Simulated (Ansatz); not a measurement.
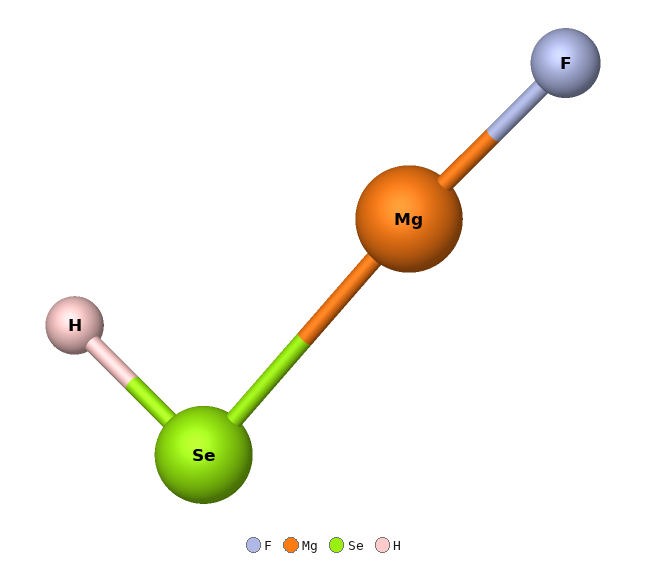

The picture shows the input geometry.

Ansatz 0.2.0 input:

```yaml
crystal:
  periodic: [false, false, false]
  atoms:
    - {symbol: F, position_ang: [-2.261630, 0.693070, 0.842070]}
    - {symbol: Mg, position_ang: [-0.789840, 0.272800, 0.113360]}
    - {symbol: Se, position_ang: [1.204260, -0.183930, -1.051680]}
    - {symbol: H, position_ang: [1.847210, -0.781940, 0.096240]}
basis:
  gaussian: {orbitals: def2-SVP}
hamiltonian: {xc: hf}
md: {n_steps: 60, timestep: 0.25, temperature: 200, ensemble: nve, seed: 557, initial_velocities: maxwell_boltzmann}
```

It was started with:

```sh
ansatz run in.yaml --threads 1 --pin off --events-out ev --progress --plain --max-ram 4352MiB
```

Output (its end):

```
mean field -73447.35051568 eV, -2699.1403470490 hartree, gradient 8.2e-6 eV, S^2 0.000000; 1 other end points of the search recorded, 0 dependent functions left out
the calculation of the forces begins
reference -73447.35051568 eV, -2699.1403470490 hartree; 28, 28 occupied and 41, 41 virtual orbitals, 674 factors
md step    60: t =    15.00 fs  T =   288.8 K  F+E_penalty+E_count = -73447.35051568 eV  E_kin = 0.074672 eV  conserved = -73447.27584374 eV  (61 SCF iters)
Total energy: -73447.35051568 eV, -2699.1403470490 hartree
Atom 0 at    -2.274171     0.692926     0.896964 Å, force    -0.204001     0.033623     0.091003 eV/Å
Atom 1 at    -0.809682     0.282636     0.059497 Å, force    -0.503020     0.138358     0.348358 eV/Å
Atom 2 at     1.213031    -0.187354    -1.048200 Å, force     0.411246     0.107171    -1.049709 eV/Å
Atom 3 at     1.874860    -0.748136     0.087740 Å, force     0.295776    -0.279152     0.610349 eV/Å
Dipole moment:     0.178698    -0.123907    -0.001368 e Å
```

The calculation finished and met its thresholds.
